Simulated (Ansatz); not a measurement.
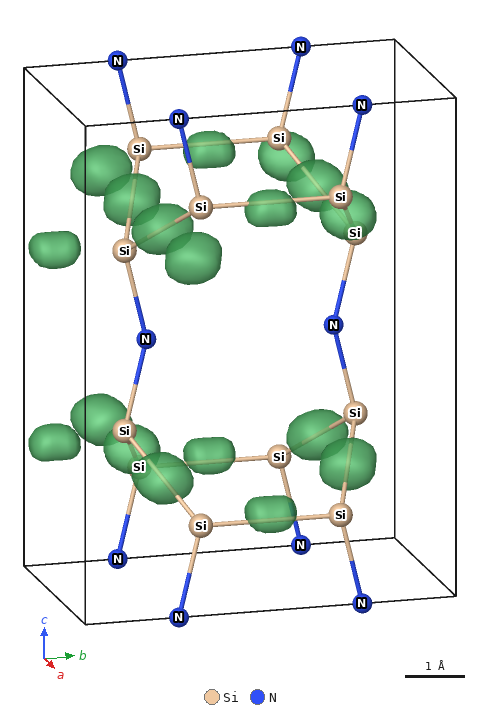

The picture shows: Si₂N. Isosurface of the electron localisation function at 0.9 (green), seen slightly off an axis. Only the valence region is drawn (cores and ρ < 0.01 e/Å³ removed). Sticks mark near contacts.

Space group Immm; a structure generated by program, which may or may not match a known phase.

All numbers below come from Ansatz, DFT PBE, scalar-relativistic, plane waves, PAW.

In a PAW calculation such maps are meaningful between the atoms, not at the nuclei.

Describe the localisation domains.

Answer. The ELF exceeds this value in twelve regions between bonded Si–Si atoms, counted in one cell of 12 atoms. Regions shared between cells count once. Along the contacts the grid gives the following. Si–N (1.65 Å): the ELF peaks at about 0.85 between the atoms. Si–Si (2.43 Å): the ELF peaks at about 0.95 between the atoms.
